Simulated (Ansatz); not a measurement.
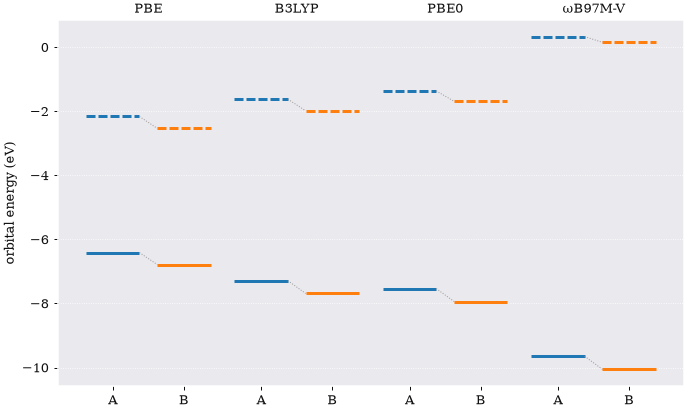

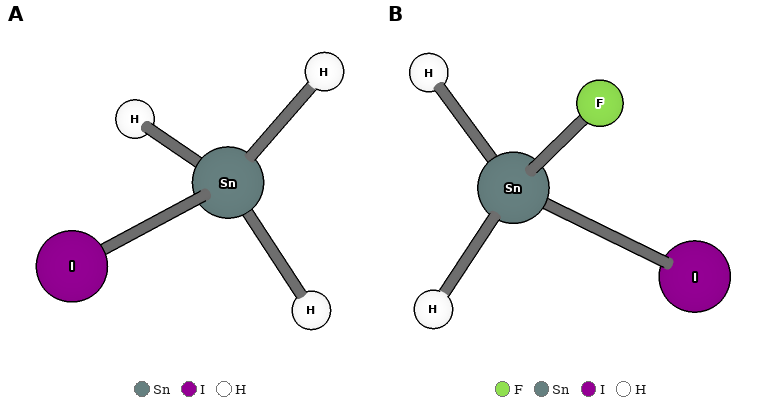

One change: A, SnH₃I (SMILES [SnH3][I]), becomes B, SnH₂IF (SMILES [F][SnH2][I]). H on Sn is replaced by F. HOMO (solid) and LUMO (dashed) computed in def2-TZVPP at PBE0-D4/def2-TZVP geometries, both minima by their frequencies, gas phase, the Ansatz code 0.2.0. Empty levels above zero depend strongly on the basis.

What does the change do to HOMO and LUMO?

Answer. PBE: the HOMO falls by 0.37 eV, the LUMO falls by 0.37 eV, and the separation goes from 4.25 to 4.25 eV. B3LYP: the HOMO falls by 0.40 eV, the LUMO falls by 0.36 eV, and the separation goes from 5.66 to 5.71 eV. PBE0: the HOMO falls by 0.40 eV, the LUMO falls by 0.32 eV, and the separation goes from 6.17 to 6.25 eV. ωB97M-V: the HOMO falls by 0.41 eV, the LUMO falls by 0.18 eV, and the separation goes from 9.98 to 10.21 eV.

Do the functionals agree on the effect?

Answer. They agree on the direction for both levels; the HOMO shift lies between −0.41 and −0.37 eV and the LUMO shift between −0.37 and −0.18 eV, while the separations themselves differ by up to 6.0 eV between functionals.

Caveats: core potentials past krypton; spin-orbit coupling is left out, and with Sn and I it can shift these values.
